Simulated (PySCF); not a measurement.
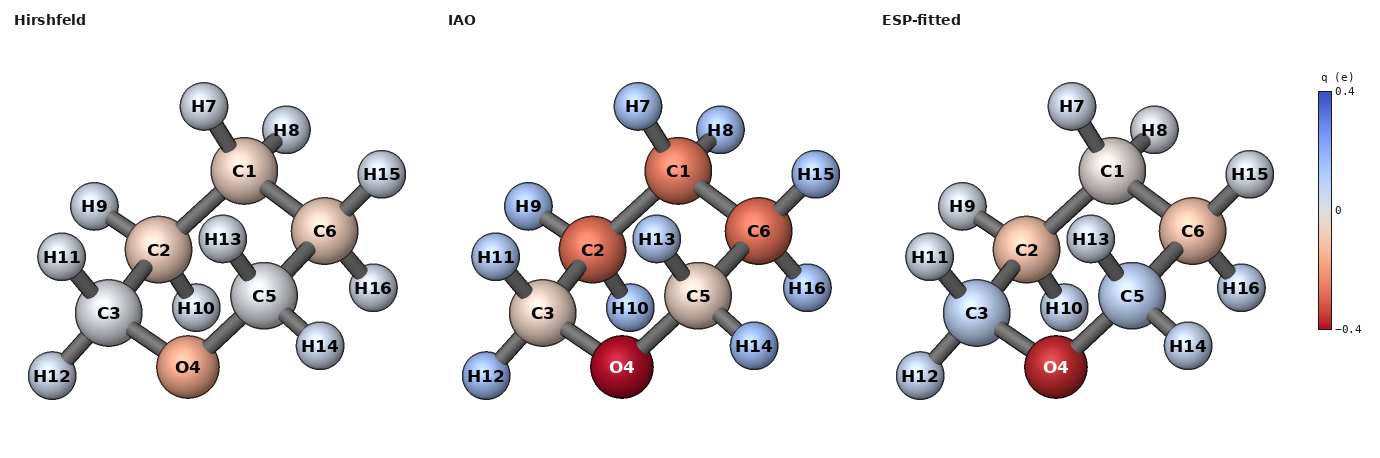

Atomic charges of one calculation by 3 schemes, on one colour scale. Computed geometry: PBE0-D3(BJ)/def2-SVP optimisation. No frequency run is at hand to confirm it as a minimum. Method: PBE0/6-31G* (PySCF 2.14.0).

> Which scheme gives the most polar picture (largest mean size of the charges)?

The IAO charges are the largest in size here, and the Hirshfeld charges the smallest.

> On which atom do the schemes disagree most?

On C1 (from −0.25 to −0.01 e); O4 (from −0.39 to −0.16 e).

List the charges (e), one line for each set of equivalent atoms.

| atom | Hirshfeld | IAO | ESP-fitted |
| --- | --- | --- | --- |
| C1 | −0.06 | −0.25 | −0.01 |
| C2, C6 | −0.06 | −0.27 | −0.10 |
| C3, C5 | 0.01 | −0.05 | 0.08 |
| O4 | −0.16 | −0.39 | −0.37 |
| H7 | 0.03 | 0.12 | 0.04 |
| H8 | 0.03 | 0.13 | 0.02 |
| H9, H15 | 0.04 | 0.13 | 0.03 |
| H10, H16 | 0.03 | 0.13 | 0.06 |
| H11, H13 | 0.02 | 0.10 | 0.03 |
| H12, H14 | 0.04 | 0.14 | 0.06 |
